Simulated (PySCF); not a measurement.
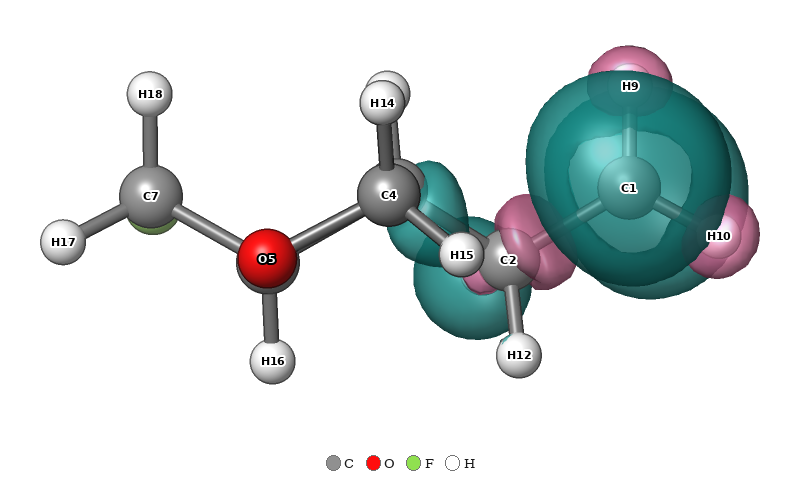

Figure 1: C$_{6}$H$_{10}$FO (doublet). Isosurfaces of the spin density at +0.015 (teal) and −0.015 e/Å³ (pink), seen from one side.

Geometry: GFN2-xTB.

These are results of UKS B3LYP, pcH-1 on C F H O, non-relativistic, mean-field spin-orbit, GIAO in PySCF, not measurements.

```yaml
atoms:
  - { symbol: C, position_ang: [2.6463, -0.0847, -0.3275] }
  - { symbol: C, position_ang: [1.4145, -0.5575, 0.3249] }
  - { symbol: C, position_ang: [0.1667, 0.1304, -0.2268] }
  - { symbol: C, position_ang: [-0.0971, 1.5674, 0.2418] }
  - { symbol: O, position_ang: [-1.3459, 1.1843, 0.8302] }
  - { symbol: C, position_ang: [-1.1634, -0.1880, 0.4775] }
  - { symbol: C, position_ang: [-2.3049, -0.7104, -0.3858] }
  - { symbol: F, position_ang: [-2.1149, -2.0423, -0.6568] }
  - { symbol: H, position_ang: [2.6643, 0.0801, -1.3868] }
  - { symbol: H, position_ang: [3.5558, 0.0312, 0.2260] }
  - { symbol: H, position_ang: [1.2787, -1.6390, 0.1538] }
  - { symbol: H, position_ang: [1.4755, -0.4116, 1.4064] }
  - { symbol: H, position_ang: [0.1215, 0.0081, -1.3097] }
  - { symbol: H, position_ang: [-0.2321, 2.3183, -0.5401] }
  - { symbol: H, position_ang: [0.6012, 1.9426, 0.9944] }
  - { symbol: H, position_ang: [-1.0638, -0.8238, 1.3667] }
  - { symbol: H, position_ang: [-3.2569, -0.6134, 0.1450] }
  - { symbol: H, position_ang: [-2.3543, -0.1855, -1.3448] }
```

Which atoms carry the spin?

The unpaired spin (1 electron) lies mostly on C1 (about 0.7), in electrons by Hirshfeld's partition.
